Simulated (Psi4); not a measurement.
**UB3LYP/6-31G(d) (spherical functions) run of AlNH3O (SMILES [NH2][Al][OH])**

Aim: the energy change on altering one bond length of AlNH3O at UB3LYP/6-31G* (spherical functions), from 2 runs. 

The calculation is run with Psi4 1.11.

2 further runs of the same task are left out: 2 set aside as unsound or not needed.

### Step 1. The system as given

AlNH3O: 6 atoms, total charge 0, spin state doublet. SMILES: `[NH2][Al][OH]`. The shape is that of a PBE0-D4/def2-TZVP optimisation. This is one conformer, not always the lowest.

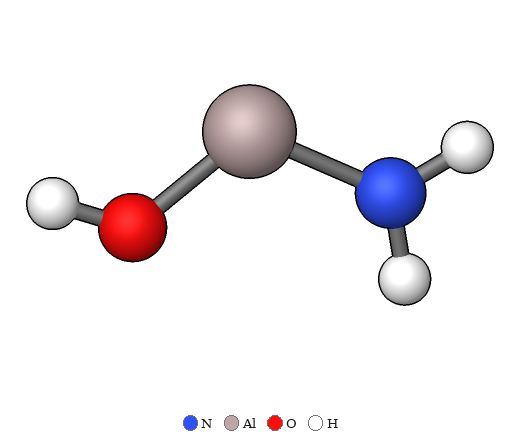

Viewed from a chosen angle; nitrogen blue, aluminium light grey, oxygen red, hydrogen white.

### Step 2. Energy and gradient at UB3LYP/6-31G(d) (spherical functions)

job.json

```json
{
 "schema_name": "qcschema_input",
 "schema_version": 1,
 "molecule": {
  "schema_name": "qcschema_molecule",
  "schema_version": 2,
  "symbols": ["N", "Al", "O", "H", "H", "H"],
  "geometry": [-1.74591797, 0.45391222, -1.43770364, 1.12476499, 1.13629232, 0.13360364, 2.25652197, -1.16879561, 2.08096641, -2.71043418, -1.17843321, -1.24192801, -2.63560103, 1.62818803, -2.63956945, 3.79022369, -0.99229519, 3.01751468],
  "molecular_charge": 0,
  "molecular_multiplicity": 2,
  "fix_symmetry": "c1",
  "fix_com": true,
  "fix_orientation": true
 },
 "driver": "gradient",
 "model": {
  "method": "b3lyp",
  "basis": "6-31G*"
 },
 "keywords": {
  "reference": "uks",
  "puream": true,
  "e_convergence": 1e-09,
  "d_convergence": 1e-08,
  "scf_type": "pk",
  "dft_radial_points": 99,
  "dft_spherical_points": 590,
  "maxiter": 200,
  "scf_properties": ["DIPOLE", "QUADRUPOLE", "MULLIKEN_CHARGES"]
 }
}
```

On the command line:

```
psi4 --qcschema job.json -n 1 --memory 1600MB
```

stdout, cut to the lines that bear on the results:

```text
[...]
  Running in c1 symmetry.
[...]
  Nuclear repulsion =   93.731213377113235
[...]
  Multiplicity = 2
[...]
  Nalpha       = 16
  Nbeta        = 15
[...]
    Number of basis functions: 52
[...]
   @UKS iter   1:  -373.73460890385832   -1.71925e-01   2.10688e-02 ADIIS/DIIS
[...]
   @UKS iter  13:  -374.24293548959793   -1.08002e-12   4.97551e-09 DIIS
[...]
   @S^2 Observed:                7.515455806E-01
[...]
    Orbital Energies [Eh]
    ---------------------
    Alpha Occupied:
       1A    -56.026069     2A    -19.117488     3A    -14.290155
       4A     -4.123761     5A     -2.677778     6A     -2.677212
       7A     -2.672999     8A     -0.963275     9A     -0.817956
      10A     -0.493915    11A     -0.469535    12A     -0.404818
      13A     -0.341024    14A     -0.309320    15A     -0.245803
      16A     -0.192785
    Alpha Virtual:
      17A     -0.001975    18A      0.030909    19A      0.049323
      20A      0.121332    21A      0.157689    22A      0.171596
      23A      0.175189    24A      0.196292    25A      0.309768
[...]
  @UKS Final Energy:  -374.24293548959793
   => Energetics <=
    Nuclear Repulsion Energy =             93.7312133771132352
    One-Electron Energy =                -704.1147706871374794
    Two-Electron Energy =                 264.7143501593735664
    DFT Exchange-Correlation Energy =     -28.5737283389472587
    Empirical Dispersion Energy =           0.0000000000000000
    VV10 Nonlocal Energy =                  0.0000000000000000
    Total Energy =                       -374.2429354895979259
[...]
 Multipole Moments:
 ------------------------------------------------------------------------------------
     Multipole            Electronic (a.u.)      Nuclear  (a.u.)        Total (a.u.)
 ------------------------------------------------------------------------------------
 L = 1.  Multiply by 2.5417464519 to convert [e a0] to [Debye]
 Dipole X            :        -18.8533312           18.8968833            0.0435521
 Dipole Y            :         -7.7823367            8.0562804            0.2739437
 Dipole Z            :         -7.5688271            7.4566703           -0.1121568
 Magnitude           :                                                    0.2992007
 L = 2.  Multiply by 1.3450342976 to convert [e a0^2] to [Debye ang]
 Quadrupole XX       :       -121.7531979          107.1776316          -14.5755663
 Quadrupole XY       :         15.1524487          -14.8901638            0.2622849
[...]
  Mulliken Charges: (a.u.)
   Center  Symbol    Alpha    Beta     Spin     Total
       1     N     3.95254  3.92252  0.03003 -0.87506
       2    AL     6.66331  5.78204  0.88127  0.55465
       3     O     4.41288  4.33553  0.07736 -0.74841
       4     H     0.34532  0.32791  0.01741  0.32677
       5     H     0.33726  0.33811 -0.00085  0.32464
       6     H     0.28868  0.29390 -0.00522  0.41741
   Total alpha = 16.00000, Total beta = 15.00000, Total charge =  0.00000
[...]
  -Total Gradient:
     Atom            X                  Y                   Z
    ------   -----------------  -----------------  -----------------
       1        0.002318433693     0.000096626362     0.001503607008
       2       -0.003959431594    -0.008476979104     0.001719926016
       3        0.004195264639     0.008667368365    -0.001660189887
       4        0.002547038797     0.004462348487    -0.000595457980
       5        0.002367664108    -0.003134880614     0.003203478300
       6       -0.007437264821    -0.001609964306    -0.004152454406
[...]
```

The result, in JSON:

```text
{
 "driver": "gradient",
 "model": {
  "method": "b3lyp",
  "basis": "6-31G*"
 },
 "success": true,
 "return_result": [0.0023184336934684163, 9.662636158064633e-05, 0.0015036070079955527, -0.003959431594114146, -0.008476979103710924, 0.0017199260159342401, 0.004195264639179214, 0.00866736836527189, -0.0016601898870437642, 0.002547038796839235, 0.0044623484867063745, -0.0005954579795854169, 0.002367664108402223, -0.0031348806138890295, 0.003203478299759255, -0.007437264821370304, -0.0016099643063383108, -0.004152454405936146],
 "properties": {
  "calcinfo_nbasis": 52,
  "calcinfo_nmo": 52,
  "calcinfo_nalpha": 16,
  "calcinfo_nbeta": 15,
  "calcinfo_natom": 6,
  "nuclear_repulsion_energy": 93.73121337711324,
  "return_energy": -374.2429354895979,
  "return_gradient": [0.0023184336934684163, 9.662636158064633e-05, 0.0015036070079955527, -0.003959431594114146, -0.008476979103710924, 0.0017199260159342401, 0.004195264639179214, 0.00866736836527189, -0.0016601898870437642, 0.002547038796839235, 0.0044623484867063745, -0.0005954579795854169, 0.002367664108402223, -0.0031348806138890295, 0.003203478299759255, -0.007437264821370304, -0.0016099643063383108, -0.004152454405936146],
  "scf_one_electron_energy": -704.1147706871375,
  "scf_two_electron_energy": 264.71435015937357,
  "scf_xc_energy": -28.57372833894726,
  "scf_dipole_moment": [0.0435521473660927, 0.27394370758584596, -0.11215675902320221],
  "scf_total_energy": -374.2429354895979,
  "scf_total_gradient": [0.0023184336934684163, 9.662636158064633e-05, 0.0015036070079955527, -0.003959431594114146, -0.008476979103710924, 0.0017199260159342401, 0.004195264639179214, 0.00866736836527189, -0.0016601898870437642, 0.002547038796839235, 0.0044623484867063745, -0.0005954579795854169, 0.002367664108402223, -0.0031348806138890295, 0.003203478299759255, -0.007437264821370304, -0.0016099643063383108, -0.004152454405936146],
  "scf_iterations": 13
 }
}
```

It took 17 s on 1 thread of AMD EPYC 7R43 (Zen 3), shared host; peak memory 0.67 GiB.

### Step 3. The distorted shape, same level

job.py

```python
import psi4

psi4.set_memory('1600 MB')
psi4.set_num_threads(1)
psi4.core.set_output_file('run.log', False)

geom = psi4.geometry("""
0 2
N     -1.03419231    -0.48548009    -0.47623933
Al     1.83649065     0.19690001     1.09506794
O      2.96824763    -2.10818791     3.04243071
H     -1.99870852    -2.11782552    -0.28046370
H     -2.63560103     1.62818803    -2.63956945
H      4.50194935    -1.93168749     3.97897898
units au
symmetry c1
no_reorient
no_com
""")

options = {'reference': 'uks', 'puream': True, 'e_convergence': 1e-09, 'd_convergence': 1e-08, 'scf_type': 'pk', 'dft_radial_points': 99, 'dft_spherical_points': 590, 'maxiter': 200}
psi4.set_options(options)

e_tot, wfn = psi4.gradient('b3lyp/6-31G*', molecule=geom, return_wfn=True)
psi4.oeprop(wfn, 'LOWDIN_CHARGES', 'DIPOLE', 'MULLIKEN_CHARGES', title='B3LYP')
print('gradient / Eh bohr^-1')
print(e_tot.np.round(6))
print(f'energy = {wfn.energy():.10f} Eh')
```

On the command line:

```
python job.py
```

run.log, cut to the lines that bear on the results:

```text
[...]
  Running in c1 symmetry.
[...]
  Nuclear repulsion =   91.203825026126424
[...]
  Multiplicity = 2
[...]
  Nalpha       = 16
  Nbeta        = 15
[...]
    Number of basis functions: 52
[...]
   @UKS iter   1:  -373.40438003933497   -9.00204e-02   2.27806e-02 DIIS/ADIIS
[...]
   @UKS iter  19:  -374.10249187115363   -2.38742e-12   7.43976e-09 DIIS
[...]
   @S^2 Observed:                7.662180651E-01
[...]
  @UKS Final Energy:  -374.10249187115363
   => Energetics <=
    Nuclear Repulsion Energy =             91.2038250261264238
    One-Electron Energy =                -698.9780260047266438
    Two-Electron Energy =                 262.0998478183610700
    DFT Exchange-Correlation Energy =     -28.4281387109145065
    Empirical Dispersion Energy =           0.0000000000000000
    VV10 Nonlocal Energy =                  0.0000000000000000
    Total Energy =                       -374.1024918711536316
[...]
  -Total Gradient:
     Atom            X                  Y                   Z
    ------   -----------------  -----------------  -----------------
       1        0.033048387719    -0.050447019516     0.048165585006
       2       -0.005172794415    -0.014611555177     0.004071818095
       3        0.005333069635     0.008470739636    -0.000796334784
       4        0.014174086638     0.003299555202     0.007795063373
       5       -0.039327235951     0.054730516020    -0.054582830874
       6       -0.008035753476    -0.001421574448    -0.004650723832
[...]
 Multipole Moments:
 ------------------------------------------------------------------------------------
     Multipole            Electronic (a.u.)      Nuclear  (a.u.)        Total (a.u.)
 ------------------------------------------------------------------------------------
 L = 1.  Multiply by 2.5417464519 to convert [e a0] to [Debye]
 Dipole X            :        -40.1019269           40.2486531            0.1467262
 Dipole Y            :         20.4055811          -20.1254888            0.2800923
 Dipole Z            :        -36.3468036           36.3005994           -0.0462041
 Magnitude           :                                                    0.3195546
[...]
```

On the terminal:

```text
gradient / Eh bohr^-1
[[ 0.033048 -0.050447  0.048166]
 [-0.005173 -0.014612  0.004072]
 [ 0.005333  0.008471 -0.000796]
 [ 0.014174  0.0033    0.007795]
 [-0.039327  0.054731 -0.054583]
 [-0.008036 -0.001422 -0.004651]]
energy = -374.1024918712 Eh
```

Wall time 21 s (1 thread of AMD EPYC 7R43 (Zen 3), shared host); peak memory 0.66 GiB.

### Step 4. Results

At UB3LYP/6-31G* (spherical functions):

| quantity | value |
| --- | --- |
| first shape: total energy | -374.24294 Eh |
| first shape: dipole moment | 0.76 D |
| first shape: HOMO energy (highest over α and β) | -5.25 eV |
| first shape: LUMO energy (lowest over α and β) | -2.42 eV |
| first shape: ⟨S²⟩ | 0.752 |
| first shape: largest force on an atom | 0.502 eV/Å |
| distorted shape: total energy | -374.10249 Eh |
| distorted shape: dipole moment | 0.81 D |
| distorted shape: HOMO energy (highest over α and β) | -5.35 eV |
| distorted shape: LUMO energy (lowest over α and β) | -2.87 eV |
| distorted shape: ⟨S²⟩ | 0.766 |
| distorted shape: largest force on an atom | 4.460 eV/Å |
| energy change with the N1–H5 bond stretched from 1.006 to 1.811 Å | 3.822 eV |

With the N1–H5 bond stretched from 1.006 to 1.811 Å the energy rises by 3.82 eV (88 kcal/mol). The first shape isn't relaxed at this level, so the change isn't measured from a minimum. The largest force (first shape) is 0.50 eV/Å: the shape isn't a stationary point for this species at this level. Mulliken charges (distorted shape) run from -0.74 on O3 to +0.54 on Al2; they depend strongly on the basis.
